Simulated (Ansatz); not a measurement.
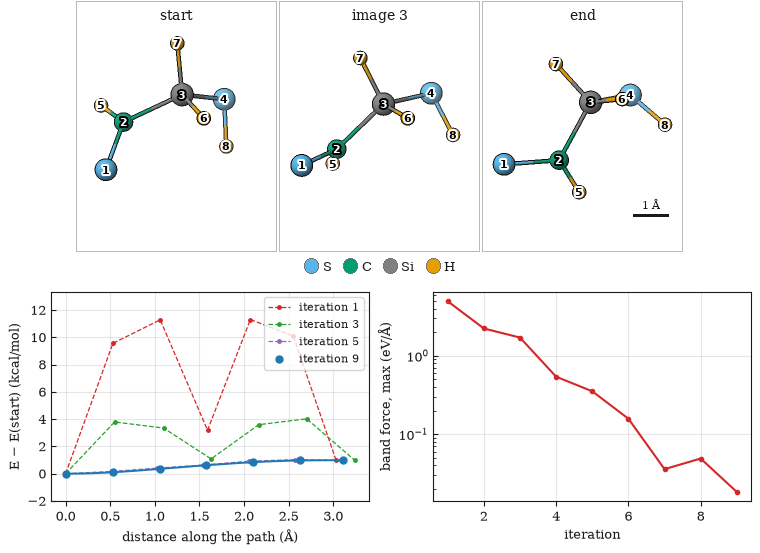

NEB run on CH4S2Si. Images are numbered from 0 (start) to 6 (end). The plot follows the band through its iterations. Style: ball-and-stick. Shown from a free direction.

The calculation used RKS PBE-D4/6-31G* in Ansatz 0.2.0. Run with 5 movable images; climbing image; force threshold 0.03 eV/Å; iteration limit 60; starting path through a guess of the saddle point.

Question: Did the band converge, and can the barrier be trusted?

Answer: The run is converged, with reservations. The band converged in 9 iterations. The largest component of the band force went from 5 to 0.018 eV/Å. The first iteration put the highest image at 11.31 kcal/mol. No barrier shows: the energy is highest at the end, and the end lies 0.99 kcal/mol above the start.
